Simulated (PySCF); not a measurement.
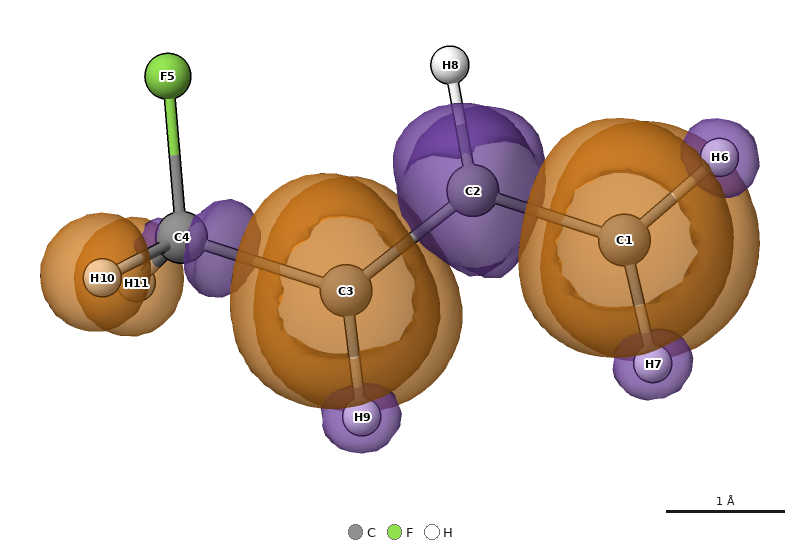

The picture shows: C4H6F (doublet). Isosurfaces of the spin density (α minus β) at +0.015 (orange) and −0.015 e/Å³ (purple), seen at a tilt.

Geometry: GFN2-xTB.

Computed with UKS B3LYP, pcH-1 on C F H, non-relativistic, mean-field spin-orbit, GIAO in PySCF.

```xyz
11

C     2.0663    0.1407   -0.0749
C     0.7300    0.3982   -0.2245
C    -0.2727   -0.4242    0.2385
C    -1.7229   -0.1502    0.0765
F    -1.9699    1.0220   -0.5913
H     2.8120    0.8136   -0.4548
H     2.4084   -0.7465    0.4287
H     0.4327    1.3029   -0.7390
H    -0.0369   -1.3394    0.7600
H    -2.2245   -0.0657    1.0524
H    -2.2172   -0.9489   -0.4973
```

**Which atoms carry the spin?**

The unpaired spin (1 electron) lies mostly on C1 (about 0.4) and C3 (about 0.4), in electrons by Hirshfeld's partition.
